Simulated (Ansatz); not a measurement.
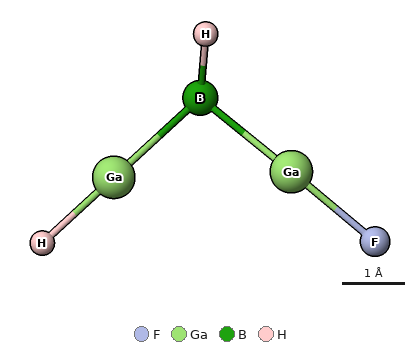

Fig. 1: The structure as given in the input (ball-and-stick view, seen on its broad side). Sticks mark near contacts.

## Ga2BH2F: geometry relaxation

- system: Ga2BH2F
- method: RKS PBE0-D4/def2-TZVP (Ansatz 0.2.0)

The geometry: PBE-D4/def2-SVP start. Figures and captions count atoms from 1; the log counts them from 0 in places.

## Log
```
Functional definition: PBE0
  name "PBE0"
  cite "Adamo & Barone, J. Chem. Phys. 110, 6158 (1999) doi:10.1063/1.478522"
  cite "Perdew, Burke & Ernzerhof, Phys. Rev. Lett. 77, 3865 (1996) doi:10.1103/PhysRevLett.77.3865"
  parent pbe
  parameter a = 0.25
  parameter kappa = 0.804
  parameter beta = 0.06672455060314922
  exchange = (1 - a)*pbe_x(kappa = kappa, mu = beta*pi^2/3) + a*exact_x
  correlation = pbe_c(beta = beta)
1239 factors; their error is unknown
mean field evaluation 1: about -108155.0838 eV, gradient 6.6e1 eV
mean field evaluation 2: about -108133.7404 eV, gradient 1.1e2 eV
mean field evaluation 4: about -108164.6222 eV, gradient 8.1e0 eV
mean field evaluation 8: about -108164.8059 eV, gradient 8.2e-2 eV
mean field evaluation 16: about -108165.1865 eV, gradient 3.6e-4 eV
mean field -108165.18647591 eV, -3974.9972859931 hartree, gradient 3.5e-5 eV, S^2 0.000000; 0 other end points of the search recorded, 0 dependent functions left out
the calculation of the forces begins
reference -108165.18650670 eV, -3974.9972871246 hartree; 39, 39 occupied and 131, 131 virtual orbitals, 1239 factors
relax step   1: F+E_penalty+E_count = -108165.29994338 eV  Δ(F+E_penalty+E_count) = +0.000e0 eV  max|allowed force component| = 4.796e-1 eV/Å  Δτ_max = 0.0000 Å  (32 SCF iters, accepted)
these checks for a lower state are left out or cut short: starts, cluster_reference, orbital_swaps, neighbouring_geometries, increment
1239 factors; their error is unknown
mean field -108165.19955766 eV, -3974.9977667385 hartree, gradient 1.8e-5 eV, S^2 0.000000; 0 other end points of the search recorded, 0 dependent functions left out
the calculation of the forces begins
reference -108165.19958846 eV, -3974.9977678703 hartree; 39, 39 occupied and 131, 131 virtual orbitals, 1239 factors
relax step   2: F+E_penalty+E_count = -108165.31314845 eV  Δ(F+E_penalty+E_count) = -1.321e-2 eV  max|allowed force component| = 2.807e-1 eV/Å  Δτ_max = 0.0270 Å  (35 SCF iters, accepted)
these checks for a lower state are left out or cut short: starts, cluster_reference, orbital_swaps, neighbouring_geometries, increment
1239 factors; their error is unknown
mean field evaluation 32: about -108165.2045 eV, gradient 1.7e-5 eV
mean field -108165.20447431 eV, -3974.9979474221 hartree, gradient 1.7e-5 eV, S^2 0.000000; 0 other end points of the search recorded, 0 dependent functions left out
the calculation of the forces begins
reference -108165.20450512 eV, -3974.9979485541 hartree; 39, 39 occupied and 131, 131 virtual orbitals, 1239 factors
relax step   3: F+E_penalty+E_count = -108165.31821970 eV  Δ(F+E_penalty+E_count) = -5.071e-3 eV  max|allowed force component| = 7.423e-2 eV/Å  Δτ_max = 0.0153 Å  (34 SCF iters, accepted)
these checks for a lower state are left out or cut short: starts, cluster_reference, orbital_swaps, neighbouring_geometries, increment
1239 factors; their error is unknown
mean field -108165.17830243 eV, -3974.9969856232 hartree, gradient 1.3e-5 eV, S^2 0.000000; 0 other end points of the search recorded, 0 dependent functions left out
the calculation of the forces begins
reference -108165.17833329 eV, -3974.9969867572 hartree; 39, 39 occupied and 131, 131 virtual orbitals, 1239 factors
relax step   4: F+E_penalty+E_count = -108165.29217742 eV  Δ(F+E_penalty+E_count) = +2.604e-2 eV  max|allowed force component| = 5.823e-1 eV/Å  Δτ_max = 0.0894 Å  (34 SCF iters, rejected (line search))
these checks for a lower state are left out or cut short: starts, cluster_reference, orbital_swaps, neighbouring_geometries, increment
1239 factors; their error is unknown
mean field -108165.20581525 eV, -3974.9979967007 hartree, gradient 2.0e-5 eV, S^2 0.000000; 0 other end points of the search recorded, 0 dependent functions left out
the calculation of the forces begins
reference -108165.20584609 eV, -3974.9979978341 hartree; 39, 39 occupied and 131, 131 virtual orbitals, 1239 factors
relax step   5: F+E_penalty+E_count = -108165.31946233 eV  Δ(F+E_penalty+E_count) = -1.243e-3 eV  max|allowed force component| = 6.428e-2 eV/Å  Δτ_max = 0.0207 Å  (35 SCF iters, accepted)
these checks for a lower state are left out or cut short: starts, cluster_reference, orbital_swaps, neighbouring_geometries, increment
1239 factors; their error is unknown
mean field -108165.20629511 eV, -3974.9980143350 hartree, gradient 1.4e-5 eV, S^2 0.000000; 0 other end points of the search recorded, 0 dependent functions left out
the calculation of the forces begins
reference -108165.20632594 eV, -3974.9980154682 hartree; 39, 39 occupied and 131, 131 virtual orbitals, 1239 factors
relax step   6: F+E_penalty+E_count = -108165.31984777 eV  Δ(F+E_penalty+E_count) = -3.854e-4 eV  max|allowed force component| = 1.972e-2 eV/Å  Δτ_max = 0.0176 Å  (35 SCF iters, accepted)
these checks for a lower state are left out or cut short: starts, cluster_reference, orbital_swaps, neighbouring_geometries, increment
1239 factors; their error is unknown
mean field -108165.20638513 eV, -3974.9980176435 hartree, gradient 1.2e-5 eV, S^2 0.000000; 0 other end points of the search recorded, 0 dependent functions left out
the calculation of the forces begins
reference -108165.20641597 eV, -3974.9980187766 hartree; 39, 39 occupied and 131, 131 virtual orbitals, 1239 factors
relax step   7: F+E_penalty+E_count = -108165.31991001 eV  Δ(F+E_penalty+E_count) = -6.224e-5 eV  max|allowed force component| = 1.154e-2 eV/Å  Δτ_max = 0.0043 Å  (34 SCF iters, accepted)
these checks for a lower state are left out or cut short: starts, cluster_reference, orbital_swaps, neighbouring_geometries, increment
1239 factors; their error is unknown
mean field evaluation 64: about -108165.2064 eV, gradient 1.8e-1 eV
mean field -108165.20640474 eV, -3974.9980183639 hartree, gradient 1.2e-5 eV, S^2 0.000000; 0 other end points of the search recorded, 0 dependent functions left out
the calculation of the forces begins
reference -108165.20643557 eV, -3974.9980194971 hartree; 39, 39 occupied and 131, 131 virtual orbitals, 1239 factors
relax step   8: F+E_penalty+E_count = -108165.31991825 eV  Δ(F+E_penalty+E_count) = -8.240e-6 eV  max|allowed force component| = 3.441e-3 eV/Å  Δτ_max = 0.0021 Å  (35 SCF iters, accepted)
```

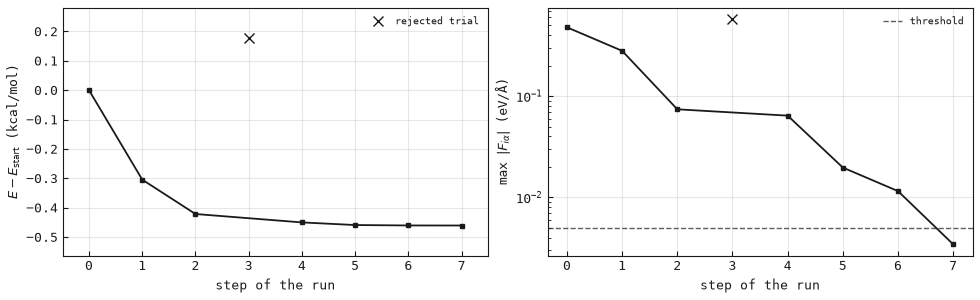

Fig. 2: Progress of the relaxation, step by step (the first geometry is step 0 here and step 1 in the log).

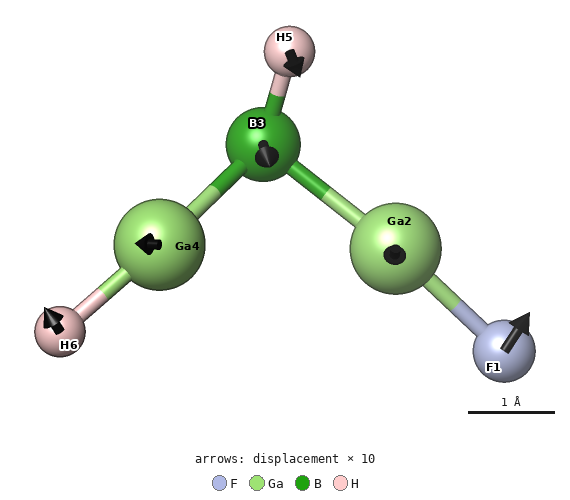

Fig. 3: The starting structure with the displacements as black arrows, magnified 10 times (ball-and-stick view, seen at a tilt). The two geometries are laid on each other by the best rigid fit. After 7 geometry steps the energy has fallen by 0.46 kcal/mol. The largest force component goes from 0.48 to 0.0034 eV/Å. The line search rejected the trial step at point 3 (counted from 0) and went back. The atom that moves furthest after the best rigid fit is F1 (0.055 Å). Largest moves by element: F 0.055 Å, B 0.053 Å, H 0.036 Å, Ga 0.036 Å. Among the contacts that change: F1–Ga2 1.766 → 1.741 Å, B3–Ga4 1.958 → 1.935 Å, B3–H5 1.223 → 1.200 Å, Ga4–H6 1.577 → 1.558 Å. Among the angles that change: F1–Ga2–B3 164.3° → 167.9°, B3–Ga4–H6 161.4° → 164.3°, Ga4–B3–H5 118.7° → 121.5°. (Atoms are counted from 1 in the order of the input.)

```
1239 factors; their error is unknown
mean field -108165.20640474 eV, -3974.9980183639 hartree, gradient 1.4e-5 eV, S^2 0.000000; 1 other end points of the search recorded, 0 dependent functions left out
the calculation of the forces begins
reference -108165.20643557 eV, -3974.9980194971 hartree; 39, 39 occupied and 131, 131 virtual orbitals, 1239 factors
Total energy: -108165.31994909 eV, -3975.0021910417 hartree
Atom 0 at     0.254558    -2.807803     1.201887 Å, force    -0.000020    -0.000827    -0.000045 eV/Å
Atom 1 at     0.518156    -1.259887     0.449129 Å, force    -0.000303    -0.000765     0.001659 eV/Å
Atom 2 at     0.719846     0.274707    -0.740356 Å, force     0.002144     0.003441    -0.000378 eV/Å
Atom 3 at    -0.902936     1.187539    -0.215178 Å, force     0.002896    -0.001986    -0.001179 eV/Å
Atom 4 at     1.800123     0.772215    -0.578114 Å, force    -0.003185    -0.000976    -0.000494 eV/Å
Atom 5 at    -2.347547     1.769128    -0.163467 Å, force    -0.001533     0.001113     0.000438 eV/Å
Dipole moment:    -0.178547     0.357381     0.066108 e Å
```

## Trajectory as extended XYZ (Å, eV, eV/Å), 8 frames, from step=1 to step=8
```
6
Properties=species:S:1:pos:R:3:forces:R:3 step=1 energy=-108165.29994
F     0.1997   -2.8076    1.2005    0.1242   0.4796  -0.2024
Ga    0.5357   -1.2362    0.4691   -0.1257  -0.4160   0.1195
B     0.7381    0.2663   -0.7891    0.2648   0.2098   0.2325
Ga   -0.8886    1.1756   -0.1878   -0.0736  -0.0105  -0.0792
H     1.8195    0.8005   -0.5845   -0.4002  -0.1966  -0.0803
H    -2.3621    1.7372   -0.1543    0.2106  -0.0663   0.0098
6
Properties=species:S:1:pos:R:3:forces:R:3 step=2 energy=-108165.31315
F     0.2265   -2.8072    1.1979    0.0554   0.2807  -0.1071
Ga    0.5195   -1.2386    0.4666   -0.0343  -0.2456   0.0402
B     0.7320    0.2656   -0.7812    0.0236   0.0790   0.1529
Ga   -0.8903    1.1781   -0.1960    0.0279  -0.0350  -0.0715
H     1.8008    0.7907   -0.5750   -0.1147  -0.0728  -0.0291
H    -2.3463    1.7474   -0.1582    0.0421  -0.0063   0.0145
6
Properties=species:S:1:pos:R:3:forces:R:3 step=3 energy=-108165.31822
F     0.2345   -2.7957    1.1982    0.0096  -0.0145   0.0220
Ga    0.5235   -1.2470    0.4558   -0.0182   0.0182  -0.0558
B     0.7274    0.2669   -0.7695   -0.0742  -0.0175   0.0689
Ga   -0.8942    1.1767   -0.2086    0.0422  -0.0320  -0.0255
H     1.7912    0.7816   -0.5672    0.0661   0.0285  -0.0129
H    -2.3402    1.7534   -0.1548   -0.0254   0.0173   0.0033
6
Properties=species:S:1:pos:R:3:forces:R:3 step=4 energy=-108165.29218 accepted=F
F     0.2783   -2.8008    1.2163   -0.0561  -0.0237  -0.0277
Ga    0.4855   -1.2748    0.4106    0.1693  -0.2594   0.2351
B     0.7113    0.2870   -0.6839    0.4008  -0.0859  -0.3725
Ga   -0.9019    1.1613   -0.2394   -0.5823   0.4634   0.1080
H     1.7962    0.7797   -0.5892    0.0494  -0.0378   0.0541
H    -2.3271    1.7835   -0.1605    0.0190  -0.0568   0.0030
6
Properties=species:S:1:pos:R:3:forces:R:3 step=5 energy=-108165.31946
F     0.2355   -2.7978    1.2050   -0.0059  -0.0448   0.0160
Ga    0.5188   -1.2583    0.4460    0.0268   0.0643  -0.0326
B     0.7294    0.2736   -0.7500   -0.0138  -0.0037   0.0262
Ga   -0.8999    1.1751   -0.2151    0.0214   0.0103  -0.0052
H     1.8025    0.7862   -0.5786   -0.0232  -0.0230   0.0010
H    -2.3441    1.7572   -0.1534   -0.0052  -0.0031  -0.0053
6
Properties=species:S:1:pos:R:3:forces:R:3 step=6 energy=-108165.31985
F     0.2511   -2.8056    1.2030    0.0011  -0.0013  -0.0015
Ga    0.5184   -1.2597    0.4475   -0.0011  -0.0095   0.0123
B     0.7215    0.2724   -0.7426    0.0047   0.0197  -0.0103
Ga   -0.9010    1.1860   -0.2183   -0.0114  -0.0073   0.0074
H     1.7981    0.7762   -0.5761    0.0040  -0.0061  -0.0033
H    -2.3460    1.7667   -0.1597    0.0028   0.0044  -0.0047
6
Properties=species:S:1:pos:R:3:forces:R:3 step=7 energy=-108165.31991
F     0.2547   -2.8076    1.2018    0.0003   0.0031  -0.0006
Ga    0.5180   -1.2593    0.4494    0.0003  -0.0115   0.0048
B     0.7202    0.2735   -0.7415   -0.0036   0.0052  -0.0041
Ga   -0.9029    1.1860   -0.2166   -0.0003   0.0033   0.0018
H     1.7989    0.7733   -0.5768    0.0029   0.0012  -0.0002
H    -2.3467    1.7700   -0.1624    0.0005  -0.0012  -0.0017
6
Properties=species:S:1:pos:R:3:forces:R:3 step=8 energy=-108165.31992
F     0.2546   -2.8078    1.2019    0.0000  -0.0008   0.0000
Ga    0.5182   -1.2599    0.4491   -0.0003  -0.0008   0.0017
B     0.7198    0.2747   -0.7404    0.0021   0.0034  -0.0004
Ga   -0.9029    1.1875   -0.2152    0.0029  -0.0020  -0.0012
H     1.8001    0.7722   -0.5781   -0.0032  -0.0010  -0.0005
H    -2.3475    1.7691   -0.1635   -0.0015   0.0011   0.0004
```

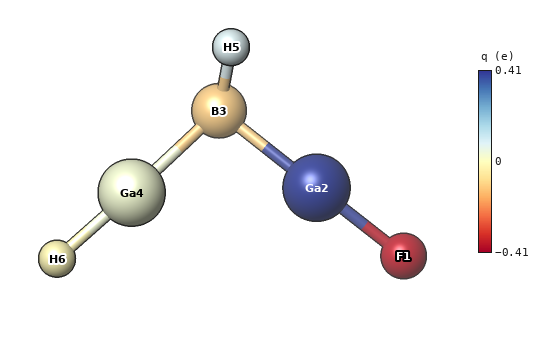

Fig. 4: Mulliken charges, as the colour of each atom (ball-and-stick view, seen on its broad side; atoms are numbered from 1 in the order of the input). By element: F −0.37, Ga +0.03 to +0.39, B −0.11 and H −0.02 to +0.08 e.

This output came from the following input.

## Input file
```yaml
crystal:
  periodic: [false, false, false]
  atoms:
    - {symbol: F, position_ang: [0.199660, -2.807589, 1.200494]}
    - {symbol: Ga, position_ang: [0.535669, -1.236187, 0.469082]}
    - {symbol: B, position_ang: [0.738136, 0.266336, -0.789110]}
    - {symbol: Ga, position_ang: [-0.888634, 1.175571, -0.187821]}
    - {symbol: H, position_ang: [1.819457, 0.800529, -0.584451]}
    - {symbol: H, position_ang: [-2.362087, 1.737239, -0.154294]}
basis:
  gaussian: {orbitals: def2-TZVP}
hamiltonian: {xc: pbe0, dispersion: d4}
relax: {f_tol: 0.005, max_steps: 150}
```

Run as:
```bash
ansatz run in.yaml --threads 2 --pin off --events-out ev --progress --plain --max-ram 4352MiB
```

## Summary

```json
{"quantity": "outcome", "value": "converged"}
{"quantity": "total energy", "value": "−108165.3199 eV"}
{"quantity": "mean-field energy", "value": "−108165.2064 eV"}
{"quantity": "dispersion energy", "value": "−0.1135 eV"}
{"quantity": "SCF solution under orbital rotations", "value": "stable"}
{"quantity": "largest force (length of the vector) at the end", "value": "0.004 eV/Å"}
{"quantity": "dipole moment", "value": "1.94 D"}
{"quantity": "hardware", "value": "2 threads of Arm Neoverse V1, 23 GiB of memory available, shared host"}
{"quantity": "wall time", "value": "50 s (CPU time 97 s)"}
{"quantity": "peak memory", "value": "0.48 GiB"}
```
